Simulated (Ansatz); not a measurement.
**C2H5AlCl2: rotation by 120° about the C1–C2 bond, part 1 of 2**

Aim: the minimum-energy path and barrier of the rotation by 120° about the C1–C2 bond. The ends are relaxed first, then joined by a nudged elastic band. SMILES of the start: C[CH](Cl)[AlH][Cl].

Program: Ansatz 0.2.0. Level of theory: RKS BHLYP/STO-3G. These are calculated values, not measurements.

## 1. The structure to begin with

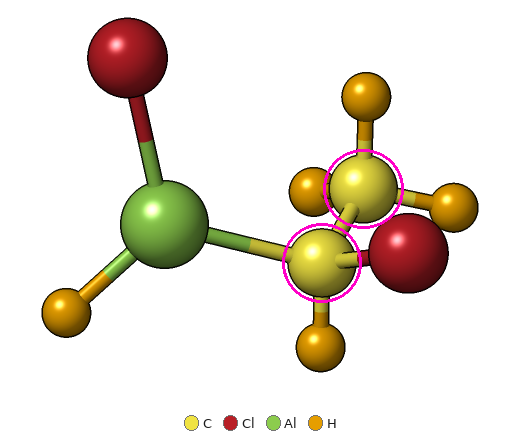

The starting structure, seen from a chosen angle (carbon yellow, chlorine red, aluminium green, hydrogen amber). Ringed: C1, C2.

As a file:

```xyz
10

C    -1.0511    0.3887   -0.5685
C     0.2041   -0.3524   -0.5952
Cl    1.3601    0.4611   -1.6635
Al    1.0542   -0.4906    1.2413
Cl    1.5079    1.3197    2.3521
H    -1.5121    0.5107   -1.6110
H    -1.8185   -0.0749    0.0692
H    -0.8946    1.4813   -0.2062
H     0.0259   -1.3565   -0.9393
H     1.2071   -1.9383    1.9241
```

## 2. End point A

input.yaml

```yaml
crystal:
  periodic: [false, false, false]
  atoms:
    - { symbol: C, position_ang: [-1.0511, 0.3887, -0.5685] }
    - { symbol: C, position_ang: [0.2041, -0.3524, -0.5952] }
    - { symbol: Cl, position_ang: [1.3601, 0.4611, -1.6635] }
    - { symbol: Al, position_ang: [1.0542, -0.4906, 1.2413] }
    - { symbol: Cl, position_ang: [1.5079, 1.3197, 2.3521] }
    - { symbol: H, position_ang: [-1.5121, 0.5107, -1.611] }
    - { symbol: H, position_ang: [-1.8185, -0.0749, 0.0692] }
    - { symbol: H, position_ang: [-0.8946, 1.4813, -0.2062] }
    - { symbol: H, position_ang: [0.0259, -1.3565, -0.9393] }
    - { symbol: H, position_ang: [1.2071, -1.9383, 1.9241] }
basis:
  gaussian: { orbitals: STO-3G }
hamiltonian:
  xc: { name: BHLYP }
relax:
  f_tol: 0.015
  max_steps: 40
```

Started as:

```sh
> ansatz run input.yaml --threads 1 --pin off --max-ram 2048MiB --backend cpu --events-out ev --progress --plain --runs-dir out
```

Output, shortened:

```text
Warning: RAYON_NUM_THREADS=1 ignored (pool sized by the plan → 1); use --threads N
[...]
Functional definition: BHLYP
[...]
560 factors; integrals over basis functions are off by at most 1.6e-5 eV
[...]
mean field -33422.08232352 eV, -1228.2388710884 hartree, gradient 1.5e-5 eV, S^2 0.000000; 0 other end points of the search recorded, 0 dependent functions left out
[...]
reference -33422.08246515 eV, -1228.2388762933 hartree; 32, 32 occupied and 10, 10 virtual orbitals, 560 factors
relax step   1: F+E_penalty+E_count = -33422.08232352 eV  Δ(F+E_penalty+E_count) = +0.000e0 eV  max|allowed force component| = 4.624e0 eV/Å  Δτ_max = 0.0000 Å  (21 SCF iters, accepted)
[...]
relax step   5: F+E_penalty+E_count = -33422.96802642 eV  Δ(F+E_penalty+E_count) = -1.482e-2 eV  max|allowed force component| = 1.995e-1 eV/Å  Δτ_max = 0.1168 Å  (24 SCF iters, accepted)
[...]
relax step   9: F+E_penalty+E_count = -33423.04824489 eV  Δ(F+E_penalty+E_count) = -3.533e-2 eV  max|allowed force component| = 2.391e-1 eV/Å  Δτ_max = 0.0946 Å  (24 SCF iters, accepted)
[...]
relax step  13: F+E_penalty+E_count = -33423.10444106 eV  Δ(F+E_penalty+E_count) = -1.968e-3 eV  max|allowed force component| = 8.576e-2 eV/Å  Δτ_max = 0.0213 Å  (26 SCF iters, accepted)
[...]
relax step  15: F+E_penalty+E_count = -33423.10483525 eV  Δ(F+E_penalty+E_count) = -3.942e-4 eV  max|allowed force component| = 6.751e-2 eV/Å  Δτ_max = 0.0066 Å  (19 SCF iters, accepted)
[...]
relax step  16: F+E_penalty+E_count = -33423.10509609 eV  Δ(F+E_penalty+E_count) = -2.608e-4 eV  max|allowed force component| = 1.477e-2 eV/Å  Δτ_max = 0.0086 Å  (19 SCF iters, accepted)
562 factors; integrals over basis functions are off by at most 2.9e-5 eV
[...]
mean field -33423.10509609 eV, -1228.2764572871 hartree, gradient 2.3e-5 eV, S^2 0.000000; 1 other end points of the search recorded, 0 dependent functions left out
[...]
reference -33423.10523534 eV, -1228.2764624042 hartree; 32, 32 occupied and 10, 10 virtual orbitals, 562 factors
Total energy: -33423.10523534 eV, -1228.2764624042 hartree
Atom 0 at    -1.140766     0.525493    -0.596898 Å, force    -0.012051    -0.000476    -0.000751 eV/Å
Atom 1 at    -0.054710    -0.523978    -0.345990 Å, force    -0.002881    -0.006110    -0.003344 eV/Å
Atom 2 at     1.606186     0.064648    -1.160774 Å, force     0.008764     0.004469    -0.008906 eV/Å
Atom 3 at     1.156361    -0.513739     1.117225 Å, force    -0.001974    -0.004051    -0.005330 eV/Å
Atom 4 at     1.096149     1.206754     2.279298 Å, force     0.002894     0.014768     0.014107 eV/Å
Atom 5 at    -1.336314     0.671218    -1.662238 Å, force     0.004732    -0.002572     0.001313 eV/Å
Atom 6 at    -2.062519     0.167785    -0.126897 Å, force    -0.003036     0.002011    -0.002293 eV/Å
Atom 7 at    -0.879008     1.486049    -0.148268 Å, force     0.001961     0.002519     0.002851 eV/Å
Atom 8 at    -0.269632    -1.459626    -0.876013 Å, force     0.001371    -0.003397     0.003296 eV/Å
Atom 9 at     1.967253    -1.675802     1.523554 Å, force     0.000220    -0.007161    -0.000943 eV/Å
Dipole moment:    -0.396735    -0.588757    -0.215712 e Å
```

It took 2.6 min on 1 thread of Intel Xeon at 2.50GHz (Skylake/Cascade Lake), shared host; peak memory 0.13 GiB.

The steps of the relaxation:

```tsv
step	energy from step 1 (eV)	largest force component (eV/Å)
1	0.0000	4.6242
2	-0.7816	1.1303
3	-0.8582	0.3020
4	-0.8709	0.1756
5	-0.8857	0.1995
6	-0.9012	0.4215
7	-0.9306	0.5764
8x	-0.9246	1.5528
9	-0.9659	0.2391
10	-0.9950	0.2858
11	-1.0145	0.1803
12	-1.0201	0.2503
13	-1.0221	0.0858
14x	-1.0218	0.0819
15	-1.0225	0.0675
16	-1.0228	0.0148
```

Step 1 is the start. 2 steps were tried and not accepted (marked x).

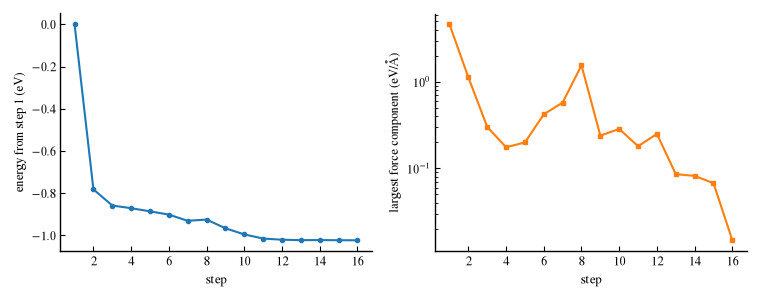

How energy and force went from step to step.

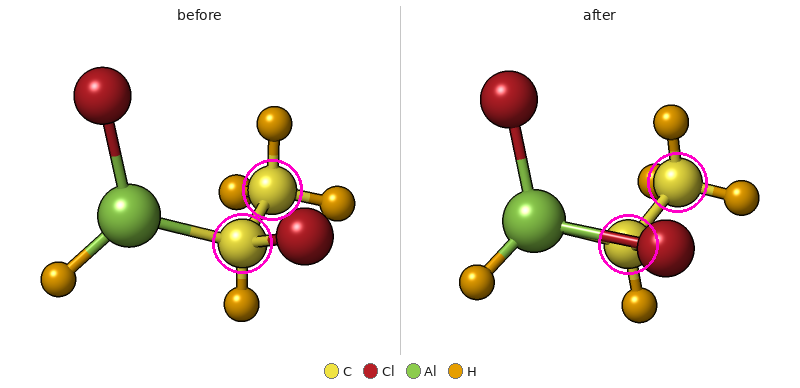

Before and after, at one scale.

After: Bond lengths: C1–C2 1.531 Å, C2–Cl3 1.941 Å, C2–Al4 1.899 Å, Cl3–Al4 2.393 Å, Al4–Cl5 2.077 Å, C1–H6 1.093 Å, C1–H7 1.095 Å, C1–H8 1.092 Å, C2–H9 1.097 Å, Al4–H10 1.474 Å. Angles (14 of 19 angles, heavy atoms first): C1–C2–Cl3 109.3°, C1–C2–Al4 125.1°, Cl3–C2–Al4 77.1°, C2–Cl3–Al4 50.7°, C2–Al4–Cl3 52.3°, C2–Al4–Cl5 114.6°, Cl3–Al4–Cl5 109.7°, C1–C2–H9 111.5°, Cl3–C2–H9 102.9°, Al4–C2–H9 120.1°, C2–C1–H6 112.2°, C2–C1–H7 107.6°, C2–C1–H8 111.4°, C2–Al4–H10 124.0°.

Pairs that crossed the distance rule for bonds on the way: came closer Cl3–Al4.

## 3. End point B

The second end starts from a geometry with the move made by hand.

input.yaml

```yaml
crystal:
  periodic: [false, false, false]
  atoms:
    - { symbol: C, position_ang: [-1.0511, 0.3887, -0.5685] }
    - { symbol: C, position_ang: [0.2041, -0.3524, -0.5952] }
    - { symbol: Cl, position_ang: [0.88586, -0.43944, 1.0379] }
    - { symbol: Al, position_ang: [-0.03912, -2.25211, -1.26337] }
    - { symbol: Cl, position_ang: [-1.43651, -3.57334, -0.25413] }
    - { symbol: H, position_ang: [-1.5121, 0.5107, -1.611] }
    - { symbol: H, position_ang: [-1.8185, -0.0749, 0.0692] }
    - { symbol: H, position_ang: [-0.8946, 1.4813, -0.2062] }
    - { symbol: H, position_ang: [0.89794, 0.13203, -1.26025] }
    - { symbol: H, position_ang: [0.66514, -2.69177, -2.64038] }
basis:
  gaussian: { orbitals: STO-3G }
hamiltonian:
  xc: { name: BHLYP }
relax:
  f_tol: 0.015
  max_steps: 40
```

Started as:

```sh
> ansatz run input.yaml --threads 1 --pin off --max-ram 2048MiB --backend cpu --events-out ev --progress --plain --runs-dir out
```

Output, shortened:

```text
Warning: RAYON_NUM_THREADS=1 ignored (pool sized by the plan → 1); use --threads N
[...]
Functional definition: BHLYP
[...]
559 factors; integrals over basis functions are off by at most 1.4e-5 eV
[...]
mean field -33422.08830152 eV, -1228.2390907756 hartree, gradient 1.6e-5 eV, S^2 0.000000; 0 other end points of the search recorded, 0 dependent functions left out
[...]
reference -33422.08844360 eV, -1228.2390959969 hartree; 32, 32 occupied and 10, 10 virtual orbitals, 559 factors
relax step   1: F+E_penalty+E_count = -33422.08830152 eV  Δ(F+E_penalty+E_count) = +0.000e0 eV  max|allowed force component| = 4.564e0 eV/Å  Δτ_max = 0.0000 Å  (21 SCF iters, accepted)
[...]
relax step   4: F+E_penalty+E_count = -33422.95875559 eV  Δ(F+E_penalty+E_count) = -2.034e-2 eV  max|allowed force component| = 1.885e-1 eV/Å  Δτ_max = 0.1521 Å  (24 SCF iters, accepted)
[...]
Total energy: -33423.10528909 eV, -1228.2764643797 hartree
Atom 0 at    -1.171263     0.469609    -0.523045 Å, force    -0.001458    -0.001830    -0.003822 eV/Å
Atom 1 at     0.050016    -0.337696    -0.971583 Å, force    -0.002570     0.001113     0.003577 eV/Å
Atom 2 at     1.041941    -0.922258     0.592019 Å, force    -0.000750     0.000136    -0.003996 eV/Å
Atom 3 at     0.095820    -2.225017    -1.180215 Å, force    -0.004449    -0.002622     0.004672 eV/Å
Atom 4 at    -1.596465    -3.217246    -0.495227 Å, force     0.001559    -0.001415    -0.001167 eV/Å
Atom 5 at    -1.706812     0.789020    -1.422792 Å, force    -0.001991     0.002739    -0.000541 eV/Å
Atom 6 at    -1.849700    -0.135920     0.081683 Å, force     0.000232     0.000024     0.000956 eV/Å
Atom 7 at    -0.891266     1.362446     0.041426 Å, force     0.003335     0.001220     0.001230 eV/Å
Atom 8 at     0.775536     0.291010    -1.501548 Å, force     0.002524     0.000934     0.000383 eV/Å
Atom 9 at     1.153302    -2.945178    -1.912648 Å, force     0.003568    -0.000298    -0.001293 eV/Å
Dipole moment:     0.243546     0.487446    -0.504707 e Å
```

It took 2.1 min on 1 thread of Intel Xeon at 2.50GHz (Skylake/Cascade Lake), shared host; peak memory 0.14 GiB.

Relaxation path:

```tsv
step	energy from step 1 (eV)	largest force component (eV/Å)
1	0.0000	4.5638
2	-0.7732	1.1972
3	-0.8501	0.4686
4	-0.8705	0.1885
5	-0.8861	0.4488
6	-0.9206	0.2982
7	-0.9531	0.3542
8	-0.9836	0.6547
9	-0.9885	0.5422
10	-1.0085	0.2569
11x	-1.0011	0.2267
12	-1.0160	0.0557
13	-1.0167	0.0415
14	-1.0168	0.0047
```

Step 1 is the start. 1 step was tried and not accepted (marked x).

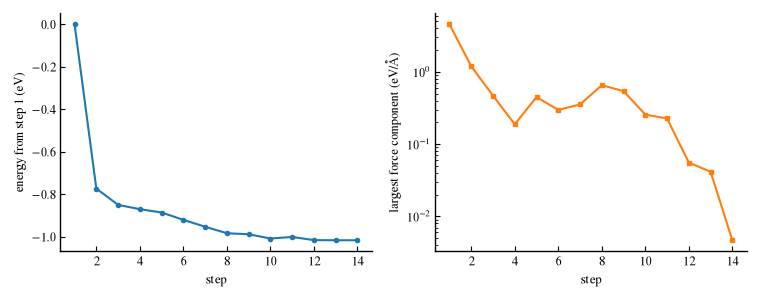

How energy and force went from step to step.

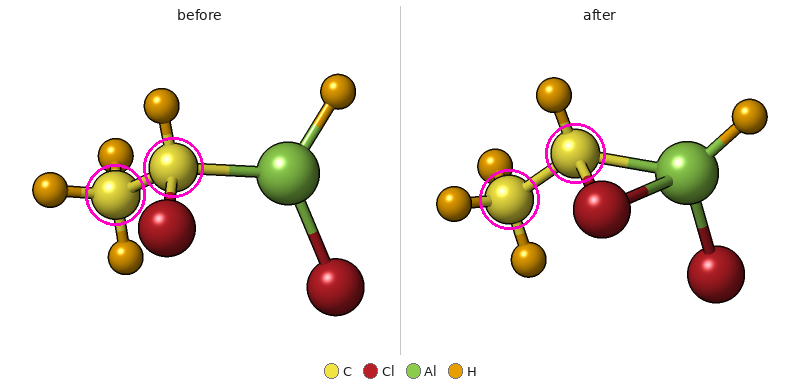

Before and after, at one scale.

After: Bond lengths: C1–C2 1.531 Å, C2–Cl3 1.942 Å, C2–Al4 1.899 Å, Cl3–Al4 2.394 Å, Al4–Cl5 2.078 Å, C1–H6 1.095 Å, C1–H7 1.092 Å, C1–H8 1.093 Å, C2–H9 1.097 Å, Al4–H10 1.474 Å. Angles (14 of 19 angles, heavy atoms first): C1–C2–Cl3 109.3°, C1–C2–Al4 125.1°, Cl3–C2–Al4 77.1°, C2–Cl3–Al4 50.6°, C2–Al4–Cl3 52.2°, C2–Al4–Cl5 114.7°, Cl3–Al4–Cl5 109.7°, C1–C2–H9 111.5°, Cl3–C2–H9 102.9°, Al4–C2–H9 120.0°, C2–C1–H6 107.7°, C2–C1–H7 111.4°, C2–C1–H8 112.2°, C2–Al4–H10 123.9°.

Pairs that crossed the distance rule for bonds on the way: came closer Cl3–Al4.

## 4. The band

crystal.atoms is end A as relaxed above, and neb.final_atoms is end B, turned to lie on A. With 7 inner images the band has 9 in all. The start path is listed, through a guess of the saddle.

input.yaml

```yaml
crystal:
  periodic: [false, false, false]
  atoms:
    - { symbol: C, position_ang: [-1.140766, 0.525493, -0.596898] }
    - { symbol: C, position_ang: [-0.05471, -0.523978, -0.34599] }
    - { symbol: Cl, position_ang: [1.606186, 0.064648, -1.160774] }
    - { symbol: Al, position_ang: [1.156361, -0.513739, 1.117225] }
    - { symbol: Cl, position_ang: [1.096149, 1.206754, 2.279298] }
    - { symbol: H, position_ang: [-1.336314, 0.671218, -1.662238] }
    - { symbol: H, position_ang: [-2.062519, 0.167785, -0.126897] }
    - { symbol: H, position_ang: [-0.879008, 1.486049, -0.148268] }
    - { symbol: H, position_ang: [-0.269632, -1.459626, -0.876013] }
    - { symbol: H, position_ang: [1.967253, -1.675802, 1.523554] }
basis:
  gaussian: { orbitals: STO-3G }
hamiltonian:
  xc: { name: BHLYP }
neb:
  order_check: false
  images: 7
  f_tol: 0.05
  max_iterations: 42
  final_atoms:
    - { symbol: C, position_ang: [-1.11852644, 0.53891183, -0.62779874] }
    - { symbol: C, position_ang: [0.02226045, -0.4625377, -0.42741357] }
    - { symbol: Cl, position_ang: [1.6991472, 0.36120777, -0.95653871] }
    - { symbol: Al, position_ang: [1.08160791, -0.61251639, 1.14194784] }
    - { symbol: Cl, position_ang: [0.77205798, 0.88669112, 2.5469785] }
    - { symbol: H, position_ang: [-2.04896095, 0.04683792, -0.32690726] }
    - { symbol: H, position_ang: [-0.98442039, 1.42626855, -0.00550323] }
    - { symbol: H, position_ang: [-1.21856691, 0.84724136, -1.67140237] }
    - { symbol: H, position_ang: [-0.06206403, -1.31172027, -1.11610199] }
    - { symbol: H, position_ang: [1.94046518, -1.77158219, 1.44573854] }
  initial_path:
    images:
      - { positions_ang: [[-1.140766, 0.525493, -0.596898], [-0.05471, -0.523978, -0.34599], [1.606186, 0.064648, -1.160774], [1.156361, -0.513739, 1.117225], [1.096149, 1.206754, 2.279298], [-1.336314, 0.671218, -1.662238], [-2.062519, 0.167785, -0.126897], [-0.879008, 1.486049, -0.148268], [-0.269632, -1.459626, -0.876013], [1.967253, -1.675802, 1.523554]] }
      - { positions_ang: [[-1.11304412, 0.49731596, -0.59291107], [0.02562975, -0.45628349, -0.41243505], [1.56396183, 0.23595888, -1.24186772], [1.11856664, -0.53127222, 1.14998411], [1.14163857, 1.17718576, 2.36117546], [-1.46344096, 0.45693434, -1.52692419], [-1.89609784, 0.2776564, 0.01429633], [-0.91045617, 1.47040729, -0.39948365], [-0.1594319, -1.39776614, -0.92974401], [1.7756742, -1.78133478, 1.5809088]] }
      - { positions_ang: [[-1.08532223, 0.46913892, -0.58892415], [0.10596951, -0.38858898, -0.47888011], [1.52173765, 0.40726976, -1.32296144], [1.08077229, -0.54880545, 1.18274322], [1.18712813, 1.14761753, 2.44305293], [-1.59056793, 0.24265067, -1.39161037], [-1.72967668, 0.38752779, 0.15548966], [-0.94190434, 1.45476559, -0.65069931], [-0.04923179, -1.33590627, -0.98347503], [1.5840954, -1.88686755, 1.6382636]] }
      - { positions_ang: [[-1.05760035, 0.44096188, -0.58493722], [0.18630926, -0.32089447, -0.54532516], [1.47951348, 0.57858063, -1.40405516], [1.04297793, -0.56633867, 1.21550233], [1.2326177, 1.11804929, 2.52493039], [-1.71769489, 0.02836701, -1.25629656], [-1.56325552, 0.49739919, 0.29668299], [-0.97335251, 1.43912388, -0.90191496], [0.06096831, -1.27404641, -1.03720604], [1.3925166, -1.99240033, 1.6956184]] }
      - { positions_ang: [[-1.02987847, 0.41278484, -0.5809503], [0.26664901, -0.25319996, -0.61177022], [1.43728931, 0.74989151, -1.48514889], [1.00518357, -0.5838719, 1.24826144], [1.27810726, 1.08848105, 2.60680785], [-1.84482186, -0.18591665, -1.12098274], [-1.39683437, 0.60727059, 0.43787632], [-1.00480068, 1.42348217, -1.15313061], [0.17116842, -1.21218655, -1.09093705], [1.2009378, -2.0979331, 1.75297321]] }
      - { positions_ang: [[-1.05204046, 0.44431659, -0.59266241], [0.20555187, -0.3055344, -0.56568106], [1.50275378, 0.65272058, -1.35299634], [1.02428966, -0.59103302, 1.22168304], [1.15159494, 1.03803357, 2.59185051], [-1.89585663, -0.12772801, -0.92246387], [-1.29373087, 0.81202008, 0.32703143], [-1.05824224, 1.27942197, -1.28269855], [0.11286031, -1.23706998, -1.09722829], [1.38581964, -2.01634538, 1.67616454]] }
      - { positions_ang: [[-1.07420245, 0.47584833, -0.60437452], [0.14445473, -0.35786883, -0.5195919], [1.56821825, 0.55554964, -1.2208438], [1.04339574, -0.59819414, 1.19510464], [1.02508262, 0.98758609, 2.57689317], [-1.9468914, -0.06953937, -0.723945], [-1.19062738, 1.01676957, 0.21618654], [-1.1116838, 1.13536177, -1.41226649], [0.05455219, -1.26195341, -1.10351952], [1.57070149, -1.93475765, 1.59935587]] }
      - { positions_ang: [[-1.09636445, 0.50738008, -0.61608663], [0.08335759, -0.41020326, -0.47350273], [1.63368272, 0.4583787, -1.08869126], [1.06250182, -0.60535527, 1.16852624], [0.8985703, 0.9371386, 2.56193584], [-1.99792618, -0.01135072, -0.52542613], [-1.08752388, 1.22151906, 0.10534166], [-1.16512536, 0.99130156, -1.54183443], [-0.00375592, -1.28683684, -1.10981076], [1.75558334, -1.85316992, 1.52254721]] }
      - { positions_ang: [[-1.11852644, 0.53891183, -0.62779874], [0.02226045, -0.4625377, -0.42741357], [1.6991472, 0.36120777, -0.95653871], [1.08160791, -0.61251639, 1.14194784], [0.77205798, 0.88669112, 2.5469785], [-2.04896095, 0.04683792, -0.32690726], [-0.98442039, 1.42626855, -0.00550323], [-1.21856691, 0.84724136, -1.67140237], [-0.06206403, -1.31172027, -1.11610199], [1.94046518, -1.77158219, 1.44573854]] }
```

Started as:

```sh
> ansatz run input.yaml --threads 1 --pin off --max-ram 2048MiB --backend cpu --events-out ev --progress --plain --runs-dir out
```

Output, shortened:

```text
Warning: RAYON_NUM_THREADS=1 ignored (pool sized by the plan → 1); use --threads N
[...]
Functional definition: BHLYP
[...]
561 factors; integrals over basis functions are off by at most 1.9e-5 eV
[...]
mean field -33423.10511213 eV, -1228.2764578764 hartree, gradient 1.4e-5 eV, S^2 0.000000; 0 other end points of the search recorded, 0 dependent functions left out
[...]
reference -33423.10525022 eV, -1228.2764629511 hartree; 32, 32 occupied and 10, 10 virtual orbitals, 561 factors
566 factors; integrals over basis functions are off by at most 2.3e-5 eV
[...]
mean field -33423.10518351 eV, -1228.2764604997 hartree, gradient 1.4e-5 eV, S^2 0.000000; 0 other end points of the search recorded, 0 dependent functions left out
[...]
reference -33423.10532175 eV, -1228.2764655799 hartree; 32, 32 occupied and 10, 10 virtual orbitals, 566 factors
[...]
Atom 0 at    -1.150602     0.524436    -0.604452 Å, force     0.010063    -0.010752    -0.004690 eV/Å
Atom 1 at     0.007685    -0.477919    -0.409404 Å, force    -0.026990     0.023015    -0.010459 eV/Å
Atom 2 at     1.679634     0.292645    -1.033353 Å, force    -0.000982    -0.000465     0.009282 eV/Å
Atom 3 at     1.120834    -0.584706     1.125651 Å, force     0.022613    -0.000113    -0.003257 eV/Å
Atom 4 at     0.853309     0.948461     2.501274 Å, force     0.002897     0.006763     0.004976 eV/Å
Atom 5 at    -1.908115     0.112827    -1.274074 Å, force    -0.000446    -0.001183    -0.000724 eV/Å
Atom 6 at    -1.621758     0.758332     0.353912 Å, force    -0.000490    -0.003579     0.000277 eV/Å
Atom 7 at    -0.792955     1.462591    -1.033349 Å, force    -0.002989     0.001091     0.002098 eV/Å
Atom 8 at    -0.099287    -1.355834    -1.056373 Å, force     0.005261    -0.007559     0.000933 eV/Å
Atom 9 at     1.994255    -1.732031     1.433167 Å, force    -0.008936    -0.007217     0.001564 eV/Å
Dipole moment:    -0.328194    -0.554879    -0.327822 e Å
this run last wrote the band of iteration 20 to <dir>
```

It took 15 min on 1 thread of Intel Xeon at 2.50GHz (Skylake/Cascade Lake), shared host; peak memory 0.13 GiB.

(Continued in part 2 of 2.)
